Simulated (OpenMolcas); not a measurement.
**Exact exchange and the vertical energy of the triplet above the singlet of CH6AlFSi**

CH6AlFSi has 10 atoms, charge 0, and is taken as a singlet. As SMILES, `C[SiH2][AlH][F]`. The shape is that of a PBE0-D4/def2-TZVP optimisation. This is one conformer, not always the lowest.

The vertical energy of the triplet above the singlet y, in eV, basis 6-31G(d); a is the functional's share of exact exchange. Programs: OpenMolcas 26.06.

```
functional     program     a  y (eV)
      BLYP  OpenMolcas     0    3.93
    r2SCAN  OpenMolcas     0    3.88
     B3LYP  OpenMolcas   0.2       ?
      PBE0  OpenMolcas  0.25    4.06
     BHLYP  OpenMolcas   0.5    4.37
```

Q: Fit y = c + s·a to the known rows and predict B3LYP.

A: 
1. Means of the 4 rows: a = 0.1875, y = 4.060.
2. Σ(Δa)² = 0.17188, Σ(Δa·Δy) = 0.155, so the slope is 0.155/0.17188 = 0.90179.
3. Intercept: 4.060 − (0.90179) × 0.1875 = 3.891. The largest residual of the fit is 0.056.
4. B3LYP: 3.891 + (0.90179) × 0.2 = 4.07 eV.

The run gave 4.14 eV, so the prediction is off by -0.07 eV, about the largest residual.

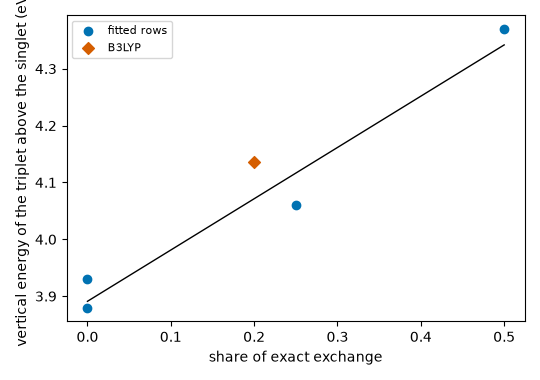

The fitted line, with the withheld row.
